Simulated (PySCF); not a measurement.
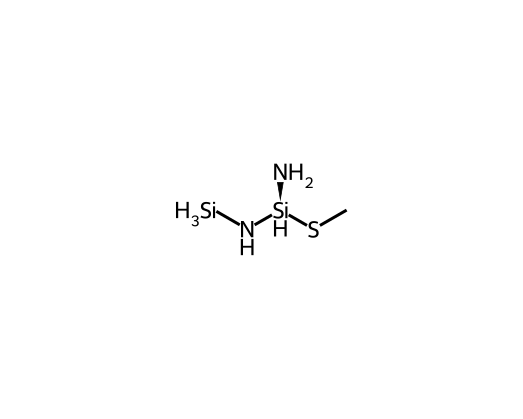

(Drawn from a calculation with PySCF.)

2D structure.

**Transcribe the drawing into SMILES.**

CS[Si@H](N)N[SiH3]

**What is the molecular formula?**

CH10N2SSi2.

**An optimisation with PBE0-D3(BJ)/def2-SVP gave a structure of which point group?**

C1.
